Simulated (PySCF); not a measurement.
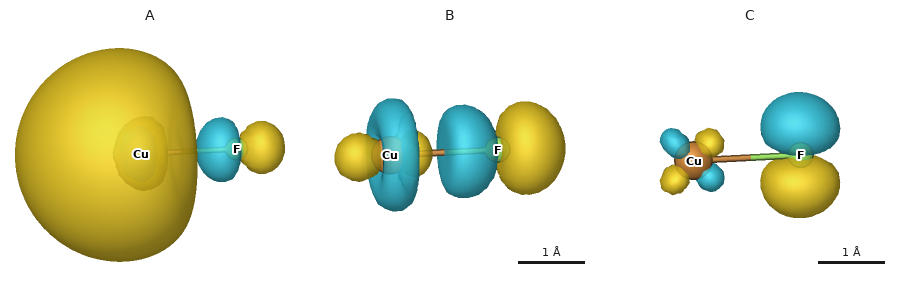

Figure 1: CuF (charge +1, doublet). Three frontier α-spin orbitals, each drawn at the value that holds 80 % of its norm (yellow and cyan are the two phases), in no order; of a degenerate pair one member is drawn.

The calculation used PBE0/def2-TZVPPD, non-relativistic Hamiltonian with scalar-relativistic core potentials where named, at a bond length of 1.694 Å (PySCF 2.14.0).

### Name the orbitals and rank them from lowest to highest energy.

Orbital B: σ, occupied in this spin, −18.77 eV; shared between the atoms (Cu 40 %, F 60 %).
Orbital C: π, occupied in this spin, −17.65 eV; mainly on F (85 %).
Orbital A: σ, empty in this spin, −10.76 eV; mainly on Cu (95 %).
